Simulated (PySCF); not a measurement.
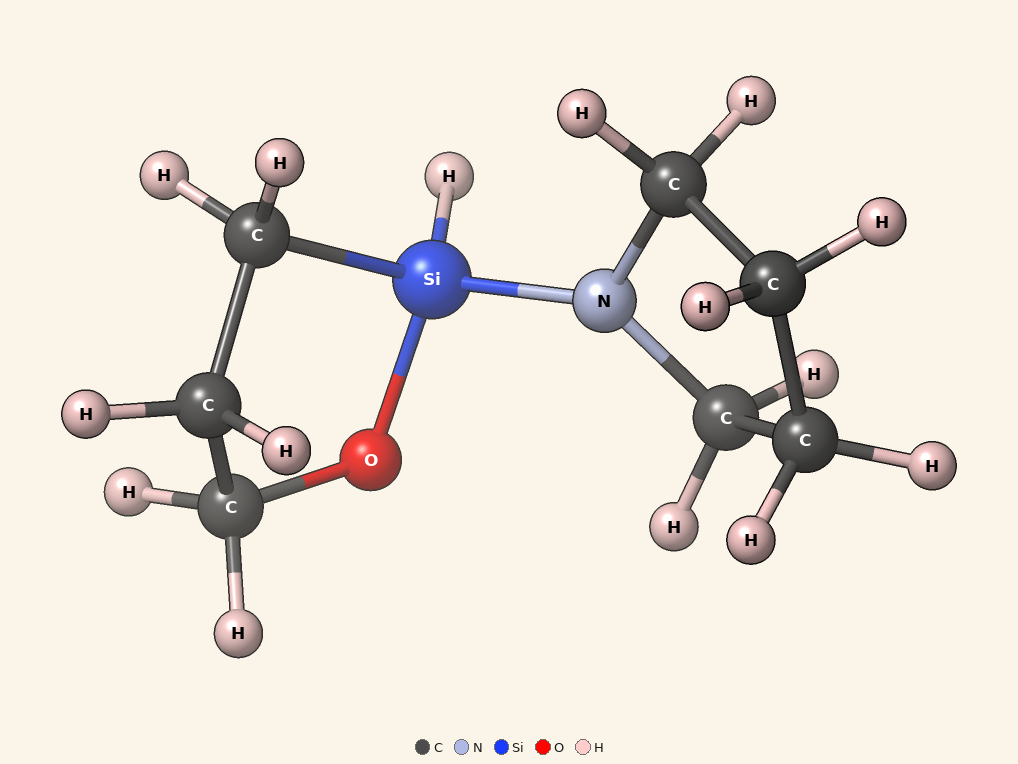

Orthographic view. Depth is shown by fading: the farther an atom, the more it takes the colour of the background. The geometry was computed by an optimisation with PBE0-D3(BJ)/def2-SVP. No frequency run is at hand to confirm it as a minimum.

Write the InChI string.

Answer. InChI=1S/C7H15NOSi/c1-2-5-8(4-1)10-7-3-6-9-10/h10H,1-7H2/t10-/m0/s1
